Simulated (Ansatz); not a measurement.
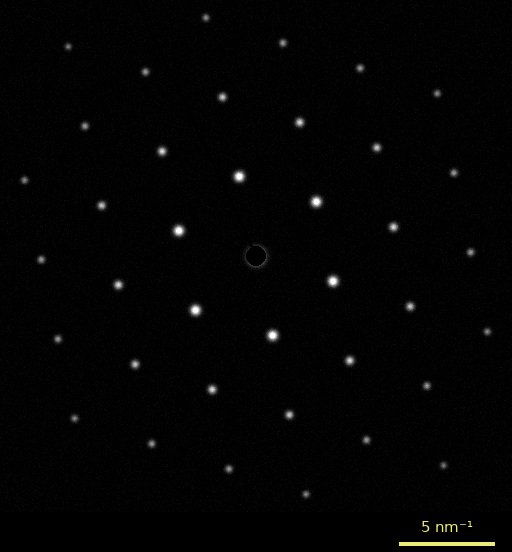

Simulated selected-area electron diffraction pattern (300 kV, kinematic approximation, thin crystal, B = 0.3 Å² for all atoms).

It belongs to Nb, space group Im-3m (No. 229), a = 3.304 Å. Structure: the input geometry of an electronic-structure calculation (not necessarily at equilibrium).

Measure the pattern against the scale bar and name the zone.

The spots form a hexagonal net with both shortest vectors at d = 2.34 Å, 60.0° apart. They index as -1 1 0 and -1 0 1, so the zone axis is [111] (or an equivalent direction of <111>).
